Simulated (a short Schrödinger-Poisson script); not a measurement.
Stack: gated Al0.33Ga0.67N/GaN polarisation-induced gas, at 20 K.

```
layer       material  thickness (nm)  Na (cm⁻³)
-----  -------------  --------------  ---------
1      Al0.33Ga0.67N              10          -
2                GaN            6000       1e15
```

Constants are typed, rounded textbook-type inputs, not results; the design itself was drawn at random and stands for no fabricated device. Al0.33Ga0.67N: permittivity 9.3, conduction-band edge (eV) 0.462, gap (eV) 4.09, electron mass (mₑ) 0.24, Nv at 300 K (cm⁻³) 4.6e19. GaN: permittivity 9.5, conduction-band edge (eV) 0, gap (eV) 3.43, Nv at 300 K (cm⁻³) 4.6e19.

Channel valleys (confinement mass, in-plane density-of-states mass, number): Γ 0.2, 0.2, 1. At the gate the conduction-band edge of layer 1 lies 1.27 eV − eVg above the Fermi level of the channel; the field vanishes at the back. Sheet of polarisation charge: +1.6e13 e/cm² at 10 nm from the gate. The barrier under the gate holds no holes. Gaps are held at their typed values at every temperature. Mesh 0.08 nm at interfaces.

From a short Schrödinger-Poisson script (our own, NumPy): 1D Poisson equation in equilibrium, electrons quantum, Hartree plus LDA exchange-correlation (BenDaniel-Duke, 40 states a valley, the channel's in-plane mass for all, wave functions free to enter the barrier), parabolic valleys, classical holes, full ionisation, no traps, pinning or gate leakage.

Only gate voltages with over 1e8 electrons/cm² are shown.

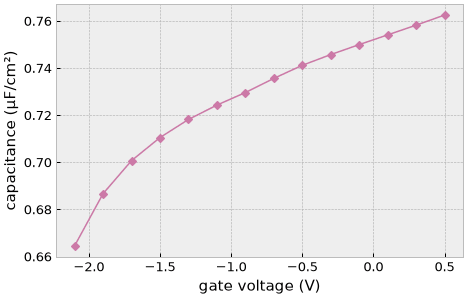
Fig. 1. Quasi-static capacitance against gate voltage

```csv
Vg (V),electrons (cm⁻²),in the channel layer,C (μF/cm²),Γ E0 (meV),Γ E1 (meV)
0.5,1.24e13,1.14e13,0.763,-139.1,-9.6
0.3,1.15e13,1.07e13,0.758,-129.6,-7.7
0.1,1.05e13,9.86e12,0.754,-120.1,-5.9
-0.1,9.59e12,9.04e12,0.750,-110.5,-4.1
-0.3,8.65e12,8.22e12,0.746,-100.8,-2.3
-0.5,7.72e12,7.38e12,0.741,-91.1,-0.3
-0.7,6.80e12,6.54e12,0.736,-81.1,2.9
-0.9,5.89e12,5.70e12,0.730,-70.5,8.3
-1.1,4.98e12,4.84e12,0.724,-59.6,13.8
-1.3,4.08e12,3.99e12,0.718,-48.8,18.8
-1.5,3.19e12,3.13e12,0.711,-38.2,23.2
-1.7,2.31e12,2.28e12,0.701,-27.6,26.9
-1.9,1.44e12,1.43e12,0.687,-17.3,29.3
-2.1,5.97e11,5.94e11,0.665,-7.1,29.7
```

Subbands count from the Fermi level.
